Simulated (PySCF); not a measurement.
# C3H5FO2: the cost of one run

The runs use PySCF 2.14.0, with density-fitted response routines of our own; the level of theory stands in each step. All values are computed, except where a source is named. Atoms count from 0, in the outputs and in this text.

## (1) Starting geometry

11 atoms, charge 0, multiplicity 1; geometry from: PBE0-D3(BJ)/def2-SVP.

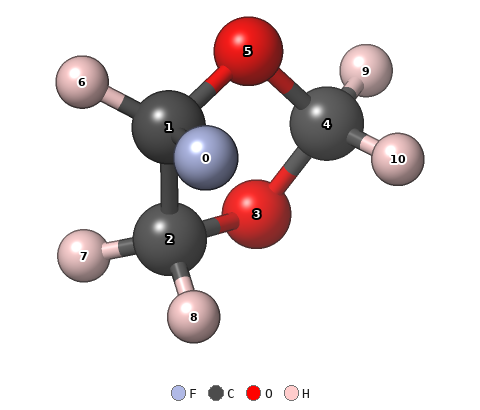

As it starts; fluorine light blue, carbon dark grey, oxygen red, hydrogen pink, atoms numbered.

## (2) NMR shieldings: HF/pcSseg-2

What the job is given:

```
{"job": {"kind": "nmr", "xc": "HF", "basis": "pcSseg-2", "pop": false}, "charge": 0, "multiplicity": 1}
F     -0.485825     1.915828     0.207015
C     -0.265124     0.821688    -0.592519
C     -1.003200    -0.393134    -0.003706
O      0.021542    -1.287281     0.348282
C      1.180587    -0.524495     0.430527
O      1.057645     0.455845    -0.573459
H     -0.547584     1.106334    -1.617076
H     -1.677451    -0.879463    -0.723275
H     -1.586739    -0.057168     0.872689
H      2.058780    -1.150072     0.219901
H      1.280491    -0.039014     1.423981
```

Level: GIAO HF/pcSseg-2 NMR shielding, non-relativistic, gas phase.

On the command line:

```console
OMP_NUM_THREADS=1 python probes_run.py task.json out
```

One launch serves the whole session: the jobs run in the order shown.

Q: Estimate the wall time and peak memory of this first job on 1 thread of Arm Neoverse N1, shared host.

About 34 s, with a peak of 1.1 GiB.
